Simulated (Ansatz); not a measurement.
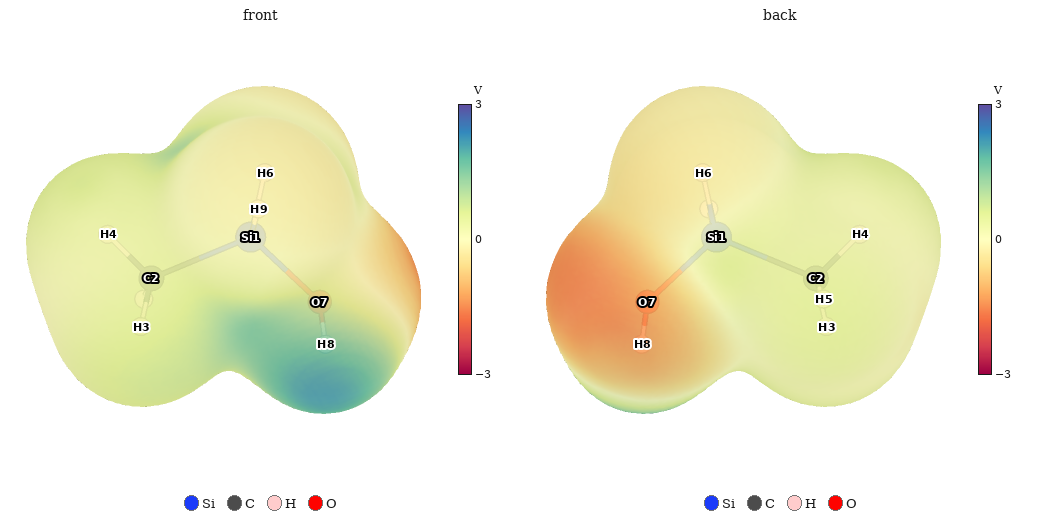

*CH6OSi. The electrostatic potential painted on the density surface at 0.001 e/bohr³, seen from the front and from behind; red is negative and blue positive.*

Computed with Ansatz 0.2.0, RHF/cc-pVDZ.

```tsv
atom	x (Å)	y (Å)	z (Å)
Si	0.0195	-0.0218	-0.0222
C	-0.0212	0.0059	1.8592
H	-1.0415	-0.1103	2.2364
H	0.5811	-0.8130	2.2640
H	0.3796	0.9472	2.2436
H	1.4041	0.1550	-0.5193
O	-0.8555	1.2440	-0.6864
H	-1.7958	1.2367	-0.5933
H	-0.5216	-1.3242	-0.5042
```

### Describe the electrostatic potential map.

The most negative region (about −1.6 V) lies over O7, the most positive (about +2.1 V) over H8. O7 is the likeliest acceptor of a hydrogen bond.
